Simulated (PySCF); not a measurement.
# Cl2Lu (Lu(Cl)2+): the cost of one run

Method: several levels, as the steps say, no spin–orbit coupling; program: PySCF 2.14.0.

1 further run of the same task is left out (for a known fault of the program).

## (1) The system as given

3 atoms, charge 1, spin multiplicity 1.

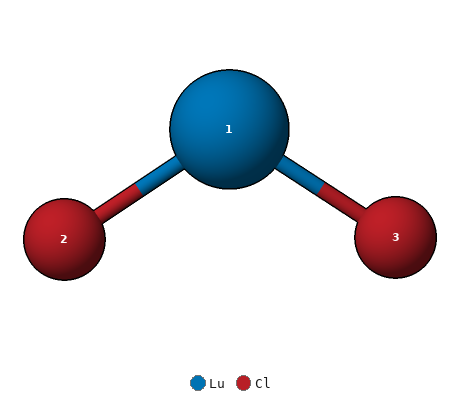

The geometry (lutetium blue, chlorine red); atoms are numbered from 1 in the order of the file.

As a file:

```xyz
3
charge 1, multiplicity 1
Lu    0.0000    0.0000   -0.4547
Cl    1.9407    0.0000    0.8234
Cl   -1.9407    0.0000    0.8234
```

Formal oxidation states: Lu +3. Each metal's 14 4f electrons lie in its core potential, so multiplicities, spins and levels count the valence alone. An earlier session relaxed this geometry at PBE0, Lu lcecp-1-SVP with ECP60, Cl def2-SVP (singlet, point group C2v).

At PBE0 on the finer grid: E = -959.679811 Eh, HOMO -14.02 eV, LUMO -8.49 eV, Mulliken charge on Lu1 +1.24 e, largest force component 0.001 eV/Å. 

Levels to run: r2SCAN; TPSSh; PBE0, TZVP. Hardware: 2 threads of Arm Neoverse V2, shared host.

## (2) r2SCAN

The input, run.py (the lines that set the calculation):

```python
mol = gto.M(atom='''
Lu     0.00000     0.00000    -0.45475
Cl     1.94071     0.00000     0.82344
Cl    -1.94071     0.00000     0.82344''',
    basis={'Lu': 'lcecp-1-SVP', 'Cl': 'def2-SVP'},
    ecp={'Lu': 'lcecp-1-SVP'},
    charge=1, spin=0)
mf = dft.RKS(mol, xc='R2SCAN')
mf.grids.atom_grid = (75, 302)  # f atoms: unpruned, at least (60, 302)
mf = mf.density_fit()  # fitting sets: Lu AutoAux, Cl def2-universal-JKFIT
mf.conv_tol = 1e-08; mf.max_cycle = 55
mf.kernel(dm0)  # dm0: the density of the relaxed state
```

The run is started by

```sh
> OMP_NUM_THREADS=2 python run.py
```

**Question.** How long does this run take on 2 threads of Arm Neoverse V2, shared host?

About 2.4 s.
